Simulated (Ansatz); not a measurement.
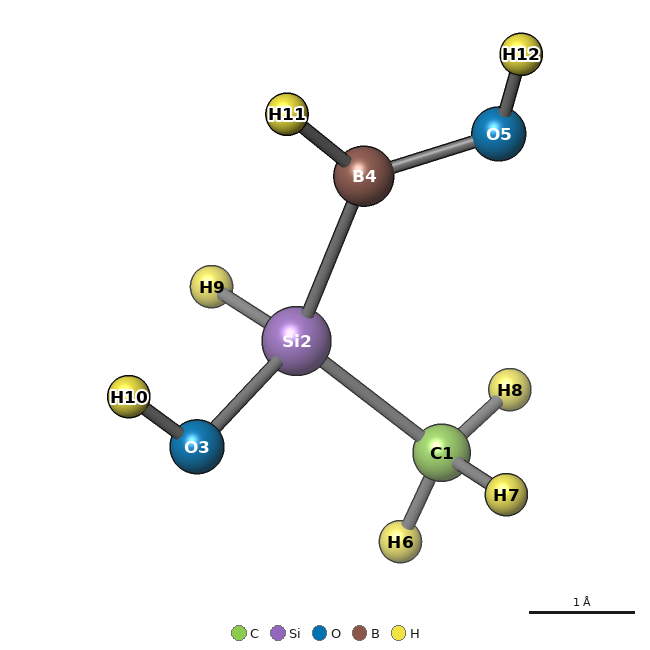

Orthographic view. Distant atoms are faded towards the background colour. The computed structure is the end point of a PBE-D4/def2-SVP optimisation. No frequency run is at hand to confirm it as a minimum.

Write a MOL file (V2000) with the atoms in numerical order, bonds sorted by atom number with the orders drawn, and coordinates in the frame of the picture: x right, y up, z towards the viewer, origin at the mean position.

```
CH7BO2Si
                    3D

 12 11  0  0  0  0  0  0  0  0999 V2000
    0.7500   -1.2800   -0.9800 C   0  0  0  0  0  0  0  0  0  0  0  0
   -0.6400   -0.2100   -0.3100 Si  0  0  1  0  0  4  0  0  0  0  0  0
   -1.6000   -1.2300    0.6600 O   0  0  0  0  0  0  0  0  0  0  0  0
    0.0000    1.3700    0.8000 B   0  0  0  0  0  0  0  0  0  0  0  0
    1.3000    1.7800    0.6700 O   0  0  0  0  0  0  0  0  0  0  0  0
    0.3500   -2.1400   -1.5700 H   0  0  0  0  0  0  0  0  0  0  0  0
    1.3700   -1.6800   -0.1600 H   0  0  0  0  0  0  0  0  0  0  0  0
    1.4000   -0.6800   -1.6400 H   0  0  0  0  0  0  0  0  0  0  0  0
   -1.4600    0.3100   -1.4900 H   0  0  0  0  0  0  0  0  0  0  0  0
   -2.2500   -0.7400    1.2000 H   0  0  0  0  0  0  0  0  0  0  0  0
   -0.7300    1.9600    1.5800 H   0  0  0  0  0  0  0  0  0  0  0  0
    1.5100    2.5400    1.2400 H   0  0  0  0  0  0  0  0  0  0  0  0
  1  2  1  0
  1  6  1  0
  1  7  1  0
  1  8  1  0
  2  3  1  0
  2  4  1  0
  2  9  1  0
  3 10  1  0
  4  5  1  0
  4 11  1  0
  5 12  1  0
M  END
```
